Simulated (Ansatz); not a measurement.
# PBE0/def2-SVP run of C3H9Ga (trimethylgallium (TMGa))

What is the energy change on altering one bond length of C3H9Ga (trimethylgallium (TMGa)) at PBE0/def2-SVP? 

Program for the calculation: Ansatz 0.2.0.

58 further runs of the same task are left out: 3 that didn't finish, 55 set aside as unsound or not needed.

**1. The structure to begin with**

C3H9Ga has 13 atoms, charge 0, and is taken as a singlet. As SMILES, `C[Ga](C)C`. The shape is that of a PBE0-D4/def2-TZVP optimisation.

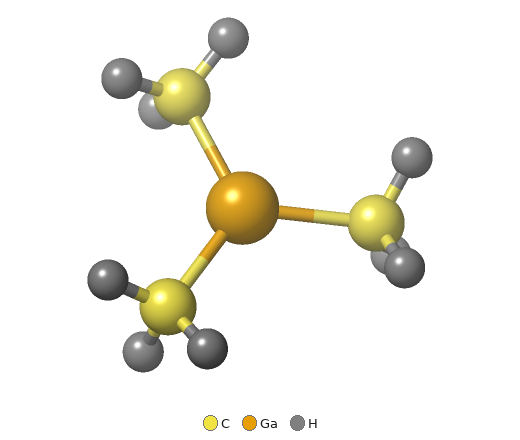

Viewed from a chosen angle; carbon yellow, gallium amber, hydrogen grey.

**2. A single-point energy at PBE0/def2-SVP**

run.yaml reads:

```yaml
basis:
  gaussian:
    orbitals: def2-SVP
crystal:
  periodic: [false, false, false]
  atoms:
    - symbol: C
      position_ang: [-0.386610, 1.662740, -0.990030]
    - symbol: Ga
      position_ang: [0.030950, -0.015220, -0.033330]
    - symbol: C
      position_ang: [1.404300, -0.017040, 1.387570]
    - symbol: C
      position_ang: [-0.984810, -1.662120, -0.433110]
    - symbol: H
      position_ang: [0.495980, 2.295540, -1.105570]
    - symbol: H
      position_ang: [-1.118900, 2.235600, -0.410630]
    - symbol: H
      position_ang: [-0.822360, 1.479540, -1.974110]
    - symbol: H
      position_ang: [2.207150, 0.693340, 1.179140]
    - symbol: H
      position_ang: [1.838150, -1.007150, 1.540450]
    - symbol: H
      position_ang: [0.944020, 0.286540, 2.334210]
    - symbol: H
      position_ang: [-1.317660, -1.695390, -1.472580]
    - symbol: H
      position_ang: [-1.882270, -1.692900, 0.194460]
    - symbol: H
      position_ang: [-0.407960, -2.563490, -0.216480]
hamiltonian:
  xc: pbe0
accuracy: high
output:
  orbitals: {seedname: orbitals}
```

The run is started by

```sh
$ ansatz run run.yaml --threads 1 --pin off --max-ram 3480MiB --events-out events.jsonl --progress --plain --runs-dir runs
```

The log of the run:

```text
Warning: RAYON_NUM_THREADS=1 ignored (pool sized by the plan → 1); use --threads N
Functional definition: PBE0
  name "PBE0"
  parameter a = 0.25
  parameter kappa = 0.804
  parameter beta = 0.06672455060314922
  exchange = (1 - a)*pbe_x(kappa = kappa, mu = beta*pi^2/3) + a*exact_x
  correlation = pbe_c(beta = beta)
2831 factors; integrals over basis functions are off by at most 1.0e-8 eV
mean field evaluation 1: about -55603.4192 eV, gradient 7.4e1 eV
mean field evaluation 2: about -55600.3501 eV, gradient 8.0e1 eV
mean field evaluation 4: about -55615.9180 eV, gradient 2.3e0 eV
mean field evaluation 8: about -55616.1084 eV, gradient 9.3e-2 eV
mean field evaluation 16: about -55616.1084 eV, gradient 9.1e-6 eV
mean field -55616.10844064 eV, -2043.8542872414 hartree, gradient 2.7e-8 eV, S^2 0.000000; 0 other end points of the search recorded, 0 dependent functions left out
reference -55616.10844366 eV, -2043.8542873522 hartree; 29, 29 occupied and 90, 90 virtual orbitals, 2831 factors
Total energy: -55616.10844366 eV, -2043.8542873522 hartree
```

Run time: 21 s. Hardware: 1 thread of Intel Xeon Platinum 8259CL at 2.50GHz (Skylake/Cascade Lake), shared host; peak memory 0.53 GiB.

**3. The distorted shape**

run.yaml reads:

```yaml
crystal:
  periodic: [false, false, false]
  atoms:
    - {symbol: C, position_ang: [-0.251975, 1.667358, -1.084177]}
    - {symbol: Ga, position_ang: [0.165585, -0.010602, -0.127477]}
    - {symbol: C, position_ang: [1.538935, -0.012422, 1.293423]}
    - {symbol: C, position_ang: [-0.850175, -1.657502, -0.527257]}
    - {symbol: H, position_ang: [0.630615, 2.300158, -1.199717]}
    - {symbol: H, position_ang: [-0.984265, 2.240218, -0.504777]}
    - {symbol: H, position_ang: [-0.687725, 1.484158, -2.068257]}
    - {symbol: H, position_ang: [2.341785, 0.697958, 1.084993]}
    - {symbol: H, position_ang: [1.972785, -1.002532, 1.446303]}
    - {symbol: H, position_ang: [1.078655, 0.291158, 2.240063]}
    - {symbol: H, position_ang: [-1.183025, -1.690772, -1.566727]}
    - {symbol: H, position_ang: [-1.882270, -1.692900, 0.194460]}
    - {symbol: H, position_ang: [-0.273325, -2.558872, -0.310627]}
basis:
  gaussian: {orbitals: def2-SVP}
hamiltonian: {xc: pbe0}
accuracy: high
output: {orbitals: {seedname: orbitals}}
```

The run is started by

```sh
$ ansatz run run.yaml --threads 1 --pin off --max-ram 3480MiB --events-out events.jsonl --progress --plain --runs-dir runs
```

The log of the run, shortened:

```text
Warning: RAYON_NUM_THREADS=1 ignored (pool sized by the plan → 1); use --threads N
[... 7 set-up lines as earlier in the session ...]
2829 factors; integrals over basis functions are off by at most 9.7e-9 eV
mean field evaluation 1: about -55603.3665 eV, gradient 7.3e1 eV
mean field evaluation 2: about -55599.9768 eV, gradient 8.0e1 eV
mean field evaluation 4: about -55615.6218 eV, gradient 2.3e0 eV
mean field evaluation 8: about -55615.8083 eV, gradient 8.1e-2 eV
mean field evaluation 16: about -55615.8083 eV, gradient 1.1e-5 eV
mean field -55615.80831038 eV, -2043.8432576577 hartree, gradient 6.1e-8 eV, S^2 0.000000; 0 other end points of the search recorded, 0 dependent functions left out
reference -55615.80831344 eV, -2043.8432577699 hartree; 29, 29 occupied and 90, 90 virtual orbitals, 2829 factors
Total energy: -55615.80831344 eV, -2043.8432577699 hartree
```

It took 22 s on 1 thread of Intel Xeon Platinum 8259CL at 2.50GHz (Skylake/Cascade Lake), shared host; peak memory 0.53 GiB.

**4. Results**

Level: PBE0/def2-SVP.

```
                                                          quantity           value
                                         first shape: total energy  -2043.85429 Eh
                                          first shape: HOMO energy        -7.38 eV
                                          first shape: LUMO energy        -0.46 eV
                                        first shape: HOMO–LUMO gap         6.92 eV
                                     distorted shape: total energy  -2043.84326 Eh
                                      distorted shape: HOMO energy        -7.39 eV
                                      distorted shape: LUMO energy        -0.49 eV
                                    distorted shape: HOMO–LUMO gap         6.90 eV
energy change with the C4–H12 bond stretched from 1.096 to 1.260 Å        0.300 eV
```

**Reading.** With the C4–H12 bond stretched from 1.096 to 1.260 Å the energy rises by 0.30 eV (29.0 kJ/mol). The first shape isn't relaxed at this level, so the change isn't measured from a minimum.
